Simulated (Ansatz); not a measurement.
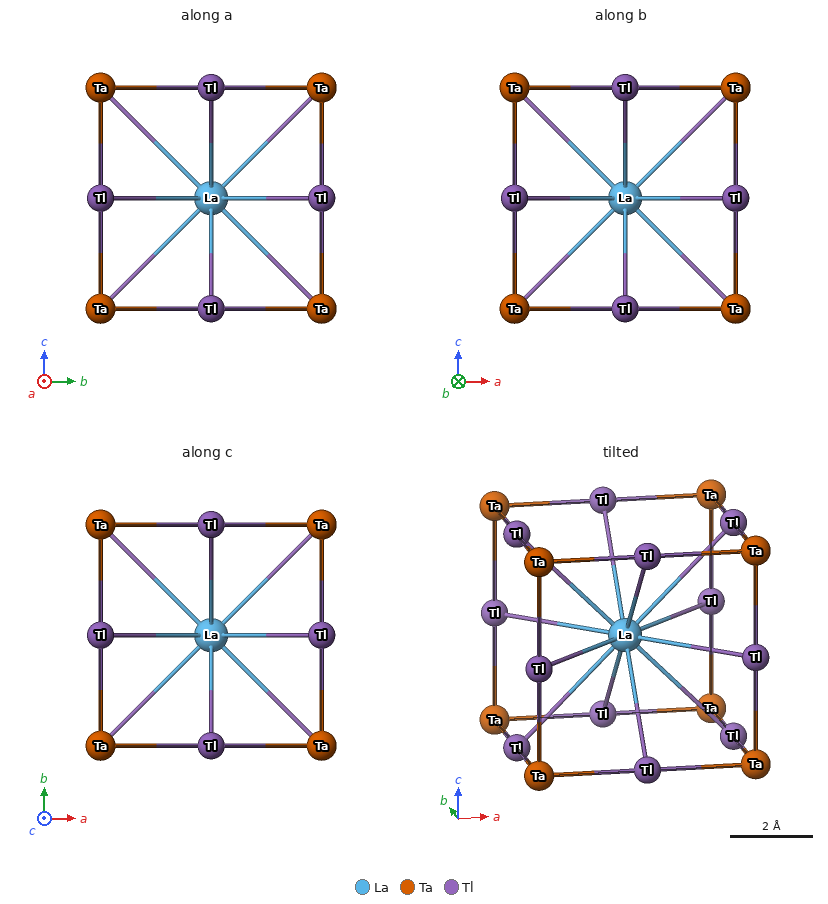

An orthographic ball-and-stick view of the structure, along the a axis, along the b axis, along the c axis and slightly off an axis. The edges of the conventional unit cell are marked.

Lattice parameters: a = 5.413 Å, b = 5.413 Å, c = 5.413 Å, α = 90.00°, β = 90.00°, γ = 90.00°. Put a along x and b in the xy plane.

Put the structure into a POSCAR file.

Answer.
```
La Ta Tl
1.0
     5.413    0.000    0.000
     0.000    5.413    0.000
     0.000    0.000    5.413
La Ta Tl
1 1 3
Direct
  0.5000 0.5000 0.5000
  0.0000 0.0000 0.0000
  0.5000 0.0000 0.0000
  0.0000 0.5000 0.0000
  0.0000 0.0000 0.5000
```

Its origin is a structure type filled with these elements by a generator (whether the compound takes this form wasn't checked). A relaxation with DFT PBE, scalar-relativistic, plane waves, PAW in Ansatz 0.2.0 gave the geometry drawn.
